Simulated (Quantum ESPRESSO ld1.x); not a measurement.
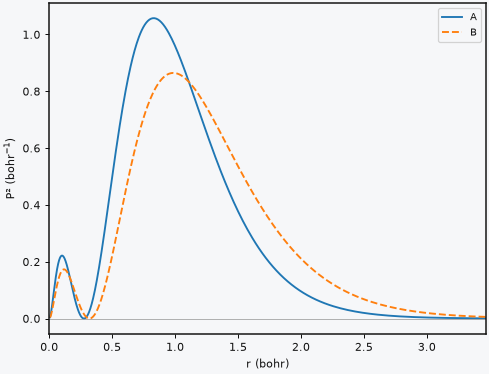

Two nuclei with the same 6 electrons, [He] 2s2 2p2 (high spin), were computed: N⁺; O²⁺. All numbers are computed, not measured: scalar-relativistic Kohn-Sham, LDA (Slater exchange, Perdew-Zunger correlation), spin-polarised, spherical densities, point nucleus (Quantum ESPRESSO ld1.x 7.5).

The plot shows P² of the 2s up orbital in both runs (large components where relativistic).

Which curve belongs to which run?

A is O²⁺ (⟨r⟩ = 1.02 bohr, eigenvalue −59.6 eV); B is N⁺ (⟨r⟩ = 1.24 bohr, eigenvalue −33.5 eV). The larger nuclear charge pulls the orbital in.
